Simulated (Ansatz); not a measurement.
# PBE/cc-pVDZ run of CH7AlSi (SMILES [CH3][AlH][SiH3])

What is the energy change on altering one bond length of CH7AlSi at PBE/cc-pVDZ? 

The results are computed with Ansatz 0.2.0.

68 further runs of the same task are left out: 68 set aside as unsound or not needed.

### Step 1. The molecule

CH7AlSi: 10 atoms, total charge 0, spin state singlet. As SMILES, `[CH3][AlH][SiH3]`. The coordinates come from a PBE0-D4/def2-TZVP relaxation.

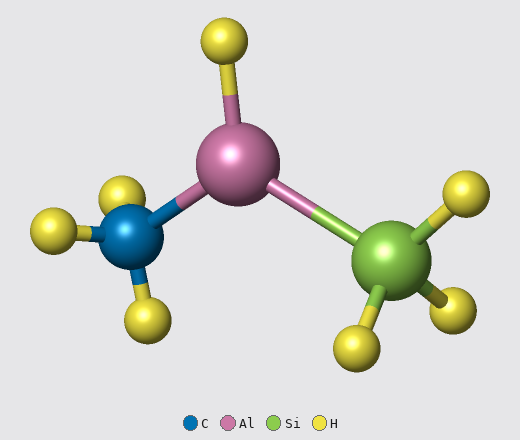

Viewed from a chosen angle; carbon blue, aluminium pink, silicon green, hydrogen yellow.

### Step 2. The energy at PBE/cc-pVDZ

File molecule.yaml:

```yaml
crystal:
  periodic: [false, false, false]
  atoms:
    - symbol: C
      position_ang: [-1.428400, 0.967200, -0.792400]
    - symbol: Al
      position_ang: [0.409100, 0.309500, -0.720900]
    - symbol: Si
      position_ang: [1.161700, -1.107300, 1.145400]
    - symbol: H
      position_ang: [-1.909200, 0.659300, -1.727500]
    - symbol: H
      position_ang: [-2.050600, 0.624100, 0.036600]
    - symbol: H
      position_ang: [-1.438000, 2.063000, -0.790400]
    - symbol: H
      position_ang: [1.416900, 0.709200, -1.887700]
    - symbol: H
      position_ang: [0.334900, -2.347600, 1.241000]
    - symbol: H
      position_ang: [1.000200, -0.395000, 2.448500]
    - symbol: H
      position_ang: [2.586600, -1.533600, 1.050400]
basis:
  gaussian:
    orbitals: cc-pVDZ
output:
  orbitals: {seedname: orbitals}
hamiltonian:
  xc: pbe
accuracy: high
```

Command:

```
$ ansatz run molecule.yaml --threads 1 --pin off --max-ram 3480MiB --events-out events.jsonl --progress --plain --runs-dir runs
```

The log of the run:

```text
Warning: RAYON_NUM_THREADS=1 ignored (pool sized by the plan → 1); use --threads N
Functional definition: PBE
  name "PBE"
  parameter kappa = 0.804
  parameter beta = 0.06672455060314922
  exchange = pbe_x(kappa = kappa, mu = beta*pi^2/3)
  correlation = pbe_c(beta = beta)
2025 factors; integrals over basis functions are off by at most 3.9e-9 eV
mean field evaluation 1: about -15606.8459 eV, gradient 5.6e1 eV
mean field evaluation 2: about -15592.8512 eV, gradient 8.1e1 eV
mean field evaluation 4: about -15615.2081 eV, gradient 3.8e0 eV
mean field evaluation 8: about -15615.2675 eV, gradient 2.8e-2 eV
mean field evaluation 16: about -15615.2675 eV, gradient 9.8e-7 eV
mean field -15615.26746071 eV, -573.8504947726 hartree, gradient 2.6e-8 eV, S^2 0.000000; 0 other end points of the search recorded, 0 dependent functions left out
reference -15615.26746499 eV, -573.8504949298 hartree; 20, 20 occupied and 65, 65 virtual orbitals, 2025 factors
Total energy: -15615.26746499 eV, -573.8504949298 hartree
```

Run time: 6.9 s. Hardware: 1 thread of Arm Neoverse V1, shared host; peak memory 0.23 GiB.

### Step 3. The distorted shape, same level

File job.yaml:

```yaml
basis:
  gaussian: {orbitals: cc-pVDZ}
crystal:
  periodic: [false, false, false]
  atoms:
    - {symbol: C, position_ang: [-1.379947, 0.753499, -1.183350]}
    - {symbol: Al, position_ang: [0.457553, 0.095799, -1.111850]}
    - {symbol: Si, position_ang: [1.210153, -1.321001, 0.754450]}
    - {symbol: H, position_ang: [-1.860747, 0.445599, -2.118450]}
    - {symbol: H, position_ang: [-2.002147, 0.410399, -0.354350]}
    - {symbol: H, position_ang: [-1.389547, 1.849299, -1.181350]}
    - {symbol: H, position_ang: [1.465353, 0.495499, -2.278650]}
    - {symbol: H, position_ang: [0.383353, -2.561301, 0.850050]}
    - {symbol: H, position_ang: [1.000200, -0.395000, 2.448500]}
    - {symbol: H, position_ang: [2.635053, -1.747301, 0.659450]}
total_charge: 0
hamiltonian: {xc: pbe}
accuracy: high
output: {orbitals: {seedname: orbitals}}
```

Command:

```
$ ansatz run job.yaml --threads 1 --pin off --max-ram 3480MiB --events-out events.jsonl --progress --plain --runs-dir runs
```

The log of the run, shortened:

```text
Warning: RAYON_NUM_THREADS=1 ignored (pool sized by the plan → 1); use --threads N
[... 6 set-up lines as earlier in the session ...]
2011 factors; integrals over basis functions are off by at most 4.0e-9 eV
mean field evaluation 1: about -15606.2151 eV, gradient 5.6e1 eV
mean field evaluation 2: about -15591.7393 eV, gradient 8.2e1 eV
mean field evaluation 4: about -15614.3618 eV, gradient 4.5e0 eV
mean field evaluation 8: about -15614.4525 eV, gradient 4.3e-1 eV
mean field evaluation 16: about -15614.4535 eV, gradient 7.2e-6 eV
mean field -15614.45345428 eV, -573.8205805881 hartree, gradient 2.0e-8 eV, S^2 0.000000; 0 other end points of the search recorded, 0 dependent functions left out
reference -15614.45345859 eV, -573.8205807465 hartree; 20, 20 occupied and 65, 65 virtual orbitals, 2011 factors
Total energy: -15614.45345859 eV, -573.8205807465 hartree
```

It took 7.5 s on 1 thread of Arm Neoverse V1, shared host; peak memory 0.23 GiB.

### Step 4. Results

At PBE/cc-pVDZ:

| quantity | value |
| --- | --- |
| first shape: total energy | -573.85049 Eh |
| first shape: HOMO energy | -6.20 eV |
| first shape: LUMO energy | -2.43 eV |
| first shape: HOMO–LUMO gap | 3.77 eV |
| distorted shape: total energy | -573.82058 Eh |
| distorted shape: HOMO energy | -6.28 eV |
| distorted shape: LUMO energy | -2.63 eV |
| distorted shape: HOMO–LUMO gap | 3.65 eV |
| energy change with the Si3–H9 bond stretched from 1.494 to 1.942 Å | 0.814 eV |

With the Si3–H9 bond stretched from 1.494 to 1.942 Å the energy rises by 0.81 eV (18.8 kcal/mol). The first shape isn't relaxed at this level, so the change isn't measured from a minimum.
